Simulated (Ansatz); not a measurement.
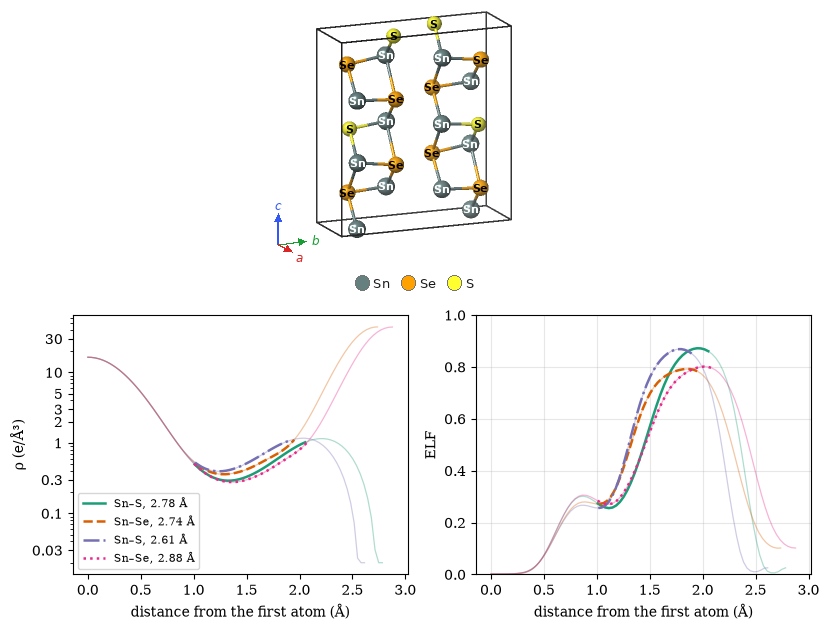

Sn₃Se₂S. Valence pseudo-density and ELF along straight lines between neighbouring atoms. Thin, pale parts lie inside the atomic spheres. The structure is drawn too.

Space group Ama2; a structure generated by program, which may or may not match a known phase.

Computed with DFT PBE, scalar-relativistic, plane waves, PAW (Ansatz).

In a PAW calculation such maps are meaningful between the atoms, not at the nuclei.

```
Sn Se S
1.0
     4.21263    0.00000    0.00000
     0.00000   12.01000    0.00000
     0.00000    0.00000   13.02465
Sn Se S
12 8 4
Direct
  0.75000 0.13069 0.35018
  0.75000 0.63069 0.85018
  0.75000 0.62822 0.17176
  0.75000 0.12822 0.67176
  0.75000 0.12721 0.00939
  0.75000 0.62721 0.50939
  0.25000 0.86931 0.35018
  0.25000 0.36931 0.85018
  0.25000 0.37178 0.17176
  0.25000 0.87178 0.67176
  0.25000 0.87279 0.00939
  0.25000 0.37279 0.50939
  0.75000 0.35736 0.32167
  0.75000 0.85736 0.82167
  0.75000 0.85569 0.15943
  0.75000 0.35569 0.65943
  0.25000 0.64264 0.32167
  0.25000 0.14264 0.82167
  0.25000 0.14431 0.15943
  0.25000 0.64431 0.65943
  0.75000 0.84362 0.48780
  0.75000 0.34362 0.98780
  0.25000 0.15638 0.48780
  0.25000 0.65638 0.98780
```

> What can be read from the curves?

Sn–S (2.78 Å): ρ at the midpoint is about 0.3 e/Å³; the ELF peaks at about 0.85 in the valence shell of S, 0.8 Å from its nucleus, and drops to about 0.25 between the two atoms.
Sn–Se (2.74 Å): ρ is about 0.37 e/Å³ halfway; the ELF is about 0.55 at the midpoint.
Sn–S (2.61 Å): ρ is about 0.4 e/Å³ halfway; the ELF peaks at about 0.85 in the valence shell of S, 0.8 Å from its nucleus, and is about 0.50 at the midpoint.
Sn–Se (2.88 Å): the density is about 0.29 e/Å³ at the midpoint; the ELF is about 0.50 at the midpoint and 0.25 at its lowest between the atoms.
